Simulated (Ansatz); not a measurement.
# BH₄O (doublet): one geometry, many settings at distance O1–H3 along a hydrogen transfer = 0.892 Å

What do other methods and options give for BH₄O (doublet) at this geometry, and how long do they take?

Method: the settings change from run to run; program: Ansatz 0.2.0, Gaussian basis.

10 further runs of the same task are left out: 1 for a mislabelled method, 8 that didn't finish, 1 set aside as unsound or not needed.

## (1) The geometry

The geometry derives from fragments relaxed apart (PBE0/def2-TZVP) and kept rigid, so it is no stationary point. A hydrogen atom is moved between rigid fragments.

6 atoms, charge 0, spin multiplicity 2.

Atoms are counted from 1 here; the program's logs count them from 0.

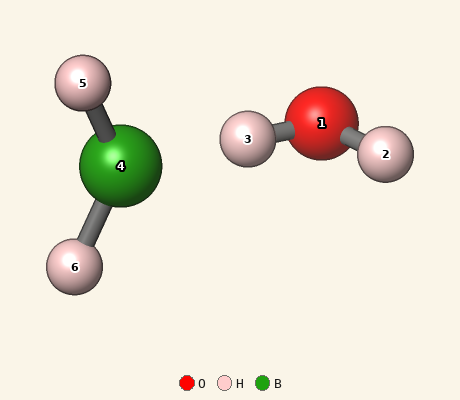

The structure; oxygen red, hydrogen pink, boron green; atoms are numbered from 1 in the order of the file.

## (2) CCSD on ROHF/cc-pVDZ

in.yaml reads:

```yaml
crystal:
  periodic: [false, false, false]
  atoms:
    - {symbol: O, position_ang: [-1.065301, -0.030281, 0.000000]}
    - {symbol: H, position_ang: [-1.314610, 0.896295, 0.000000]}
    - {symbol: H, position_ang: [-0.173301, -0.030281, 0.000000]}
    - {symbol: B, position_ang: [1.365699, -0.030281, 0.000000]}
    - {symbol: H, position_ang: [1.874773, -0.030281, 1.077008]}
    - {symbol: H, position_ang: [1.874772, -0.030281, -1.077009]}
basis:
  gaussian: {orbitals: cc-pVDZ}
magnetization: {spin_polarized: false, initial_magnetization: 1}
correlation: {method: ccsd, electrons: valence}
```

On the command line:

```sh
$ ansatz run in.yaml --threads 1 --pin off --events-out ev --progress --plain --max-ram 2393MiB
```

Standard output, shortened:

```text
Functional definition: HF
  name "HF"
  cite "Fock, Z. Phys. 61, 126 (1930) doi:10.1007/BF01340294"
  parent pbe
[...]
431 factors; integrals over basis functions are off by at most 1.4e-3 eV
[...]
mean field -2768.42075183 eV, -101.7375861267 hartree, gradient 8.2e-6 eV, S^2 0.750000; 5 other end points of the search recorded, 0 dependent functions left out
[...]
determinant -2768.42075183 eV, -101.7375861267 hartree, with singles and doubles -2776.81136527 eV, -102.0459354832 hartree
determinant -2767.32578783 eV, -101.6973469421 hartree, with singles and doubles -2775.88212298 eV, -102.0117864592 hartree
2 core orbitals not correlated: weight in the atoms' cores, before any rotation towards them, 1.000 or more for the frozen orbitals, at most 0.000 for the correlated occupied ones
reference -2768.42075183 eV, -101.7375861267 hartree; 7, 6 occupied and 39, 40 virtual orbitals, 431 factors
second order -7.56803604 eV of doubles, -0.04677645 eV of singles
cycle   1  -8.39072214 eV  change   -1.1e-4 eV  update   7.3e-4
[...]
cycle  10  -8.39081835 eV  change   -3.7e-6 eV  update   2.1e-6
Total energy: -2776.81157018 eV, -102.0459430135 hartree
```

Run time: 2.4 s. Hardware: 1 thread of Arm Neoverse V1, shared host.

From the report: correlation -8.3908 eV; T1 0.015; largest double amplitude 0.04.

## (3) HF/def2-mTZVP

in.yaml: that of step 2 with these lines changed.

```diff
@@ -10,4 +10,6 @@
 basis:
-  gaussian: {orbitals: cc-pVDZ}
+  gaussian: {orbitals: def2-mTZVP, fitting: {mean_field: def2-universal-jkfit}}
 magnetization: {spin_polarized: false, initial_magnetization: 1}
-correlation: {method: ccsd, electrons: valence}
+hamiltonian: {xc: hf}
+accuracy: high
+output: {orbitals: {seedname: orbitals}}
```

The command is unchanged.

Standard output:

```text
Functional definition: HF
  name "HF"
  cite "Fock, Z. Phys. 61, 126 (1930) doi:10.1007/BF01340294"
  parent pbe
  exchange = exact_x
  correlation = 0
224 factors; integrals over basis functions are off by at most 8.8e-1 eV
mean field evaluation 1: about -2766.1319 eV, gradient 3.6e1 eV
mean field evaluation 2: about -2767.9081 eV, gradient 2.5e1 eV
mean field evaluation 4: about -2769.0884 eV, gradient 5.1e-1 eV
mean field evaluation 8: about -2705.8989 eV, gradient 7.4e1 eV
mean field evaluation 16: about -2767.8633 eV, gradient 4.2e0 eV
mean field evaluation 32: about -2767.8533 eV, gradient 4.7e0 eV
mean field -2769.09084078 eV, -101.7622114414 hartree, gradient 1.2e-8 eV, S^2 0.750000; 0 other end points of the search recorded, 0 dependent functions left out
reference -2769.09084078 eV, -101.7622114414 hartree; 9, 8 occupied and 46, 47 virtual orbitals, 224 factors
Total energy: -2769.09084078 eV, -101.7622114414 hartree
```

It took 0.27 s on 1 thread of Arm Neoverse V1, shared host.

## (4) MP2 on ROHF/6-31G*

in.yaml: that of step 3 with these lines changed.

```diff
@@ -10,6 +10,5 @@
 basis:
-  gaussian: {orbitals: def2-mTZVP, fitting: {mean_field: def2-universal-jkfit}}
+  gaussian: {orbitals: "6-31G*"}
 magnetization: {spin_polarized: false, initial_magnetization: 1}
-hamiltonian: {xc: hf}
-accuracy: high
-output: {orbitals: {seedname: orbitals}}
+correlation: {method: mp2, electrons: valence}
+scf: {lower_state_search: off}
```

The command is unchanged.

Standard output, shortened:

```text
Functional definition: HF
  name "HF"
  cite "Fock, Z. Phys. 61, 126 (1930) doi:10.1007/BF01340294"
  parent pbe
[...]
392 factors; integrals over basis functions are off by at most 6.6e-4 eV
[...]
mean field -2767.87574996 eV, -101.7175576773 hartree, gradient 2.8e-6 eV, S^2 0.750000; 0 other end points of the search recorded, 0 dependent functions left out
2 core orbitals not correlated: weight in the atoms' cores, before any rotation towards them, 1.000 or more for the frozen orbitals, at most 0.000 for the correlated occupied ones
reference -2767.87574996 eV, -101.7175576773 hartree; 7, 6 occupied and 29, 30 virtual orbitals, 392 factors
second order -6.74660832 eV of doubles, -0.04496574 eV of singles
Total energy: -2774.66732401 eV, -101.9671434202 hartree
Checks for a lower state left out: stability, starts, cluster_reference, orbital_swaps, neighbouring_geometries, increment
```

Wall time 0.18 s (1 thread of Arm Neoverse V1, shared host).

## (5) BCCD(T) on ROHF/cc-pVDZ

in.yaml: that of step 4 with these lines changed.

```diff
@@ -10,5 +10,6 @@
 basis:
-  gaussian: {orbitals: "6-31G*"}
+  gaussian: {orbitals: cc-pVDZ}
 magnetization: {spin_polarized: false, initial_magnetization: 1}
-correlation: {method: mp2, electrons: valence}
+correlation: {method: bccd_t, electrons: outside_noble_gas}
 scf: {lower_state_search: off}
+output: {forces: true}
```

Launched as before.

Standard output, shortened:

```text
Functional definition: HF
  name "HF"
  cite "Fock, Z. Phys. 61, 126 (1930) doi:10.1007/BF01340294"
  parent pbe
[...]
431 factors; integrals over basis functions are off by at most 1.4e-3 eV
[...]
mean field -2768.42075183 eV, -101.7375861267 hartree, gradient 8.2e-6 eV, S^2 0.750000; 0 other end points of the search recorded, 0 dependent functions left out
2 core orbitals not correlated: weight in the atoms' cores, before any rotation towards them, 1.000 or more for the frozen orbitals, at most 0.000 for the correlated occupied ones
reference -2768.42075183 eV, -101.7375861267 hartree; 7, 6 occupied and 39, 40 virtual orbitals, 431 factors
second order -7.56803604 eV of doubles, -0.04677645 eV of singles
cycle   1  -8.11946007 eV  change   -5.0e-1 eV  update   6.2e-2
[...]
cycle  17  -8.38253551 eV  change    4.1e-7 eV  update   4.6e-7
perturbative correction -0.15442173 eV, -0.0056748940 hartree
[...]
Total energy: -2776.95770907 eV, -102.0513135188 hartree
Atom 0 at    -1.065301    -0.030281     0.000000 Å, force    -7.558414    -0.514699     0.000000 eV/Å
Atom 1 at    -1.314610     0.896295     0.000000 Å, force     0.024678     0.447692    -0.000000 eV/Å
Atom 2 at    -0.173301    -0.030281     0.000000 Å, force     5.017228     0.010404    -0.000000 eV/Å
Atom 3 at     1.365699    -0.030281     0.000000 Å, force     2.104075     0.080963     0.000000 eV/Å
Atom 4 at     1.874773    -0.030281     1.077008 Å, force     0.206217    -0.012180     0.292484 eV/Å
Atom 5 at     1.874772    -0.030281    -1.077009 Å, force     0.206217    -0.012180    -0.292484 eV/Å
Dipole moment:     0.246769     0.298064     0.000000 e Å
Checks for a lower state left out: starts, cluster_reference, orbital_swaps, neighbouring_geometries, increment
```

It took 8 s on 1 thread of Arm Neoverse V1, shared host.

From the report: correlation -8.5370 eV; largest double amplitude 0.04.

## (6) The runs in one table

Where basis and cores are those of an earlier UCCSDT(Q)/cc-pVDZ run (-2776.9886 eV), and the state is the same kind, the miss against it is given.

| level | correlated | functions | energy (eV) | from UCCSDT(Q) (meV) | time |
| --- | --- | --- | --- | --- | --- |
| CCSD on ROHF/cc-pVDZ | valence | 48 | -2776.8116 | 177.1 | 2.4 s |
| HF/def2-mTZVP |  | 55 | -2769.0908 |  | 0.27 s |
| MP2 on ROHF/6-31G* | valence | 38 | -2774.6673 |  | 0.18 s |
| BCCD(T) on ROHF/cc-pVDZ | outside noble gas | 48 | -2776.9577 | 30.9 | 8 s |

## (7) Results

| quantity | value |
| --- | --- |
| runs | 4 |
| quickest | MP2 on ROHF/6-31G*, 0.18 s |
| slowest | BCCD(T) on ROHF/cc-pVDZ, 8 s |

**Reading.** Total energies in different bases, with other cores or another treatment of relativity can't be set against each other. BCCD(T) on ROHF/cc-pVDZ took 45 times as long as MP2 on ROHF/6-31G*; the jobs differ in more than the method. Among the correlated runs with a miss given, it spans +31 to +177 meV.
